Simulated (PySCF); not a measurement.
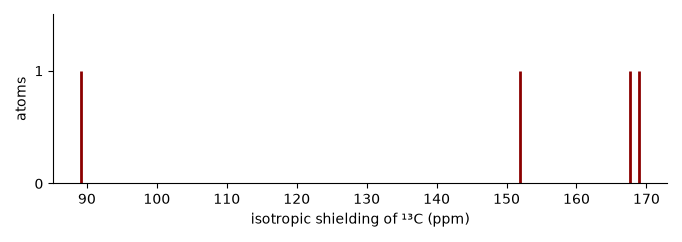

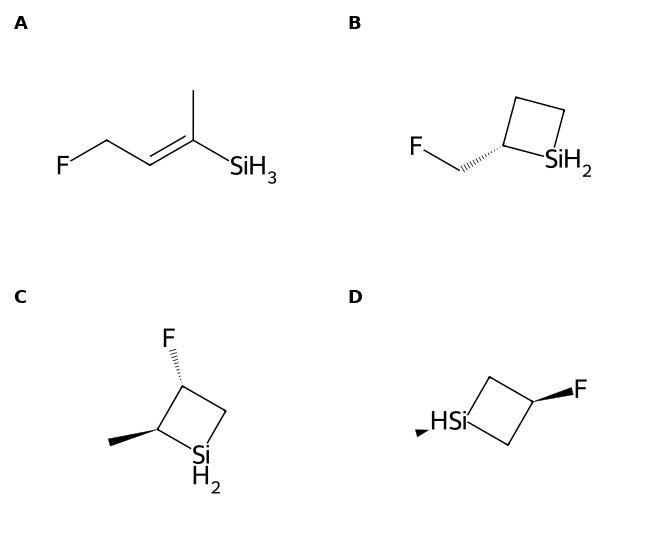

The sticks are computed shieldings of one of the molecules, for one fixed geometry (GFN2-xTB) without averaging over rotations. Low shielding means a high chemical shift. Method: GIAO PBE0/pcSseg-1 NMR shielding, non-relativistic, gas phase (PySCF 2.14.0).

Which molecule gives this pattern?

Answer. C, `C[C@@H]1[SiH2]C[C@H]1F`. Its 4 C atoms give lines at 89.2, 151.9, 167.7, 169.0 ppm.

The geometry is semi-empirical. Around Si such bond lengths and angles can be off by a tenth of an ångström or more and by several degrees, and values that hang on the shape move with them.
